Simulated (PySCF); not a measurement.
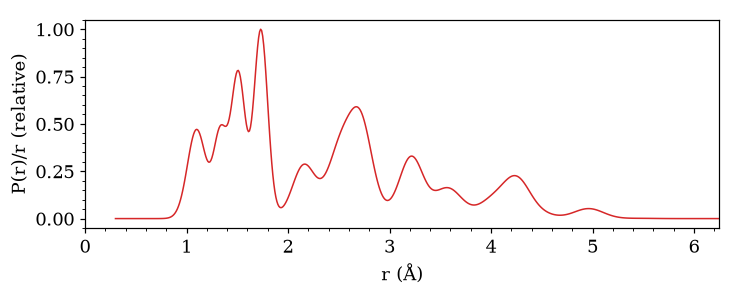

Simulated gas electron diffraction: radial distribution curve of C₄H₇Cl. Each pair of atoms contributes with weight ZᵢZⱼ/r; damping constant 0.001 Å²; vibrational amplitudes assumed, not computed: 0.05 Å for bonds, 0.078 Å for bonds to H, 0.06 + 0.015 r up to 0.15 Å for other pairs. The geometry is the end point of an optimisation (PBE0-D3(BJ)/def2-SVP geometry optimisation, gas phase in PySCF 2.14.0, density-fitted response routines); it may be a saddle point or a higher isomer.

Question: Which pairs of atoms lie under the first 8 clear peaks? Mark bonded pairs by – and others by ···.

Answer: Peak 1, 1.10 Å: C–H 1.09–1.10 Å (×7)
Peak 2, 1.35 Å: C–C 1.33 Å
Peak 3, 1.51 Å: C–C 1.49–1.53 Å (×2)
Peak 4, 1.73 Å: Cl–C 1.73 Å
Peak 5, 2.16 Å: C···H 2.06–2.22 Å (×10), not resolved
Peak 6, 2.67 Å: C···C 2.51–2.53 Å (×2), C···H 2.67–2.89 Å (×4), Cl···C 2.71 Å, not resolved
Peak 7, 3.22 Å: Cl···C 3.21 Å
Peak 8, 3.56 Å: C···H 3.47–3.54 Å (×3), C···C 3.57 Å, Cl···H 3.69 Å, not resolved
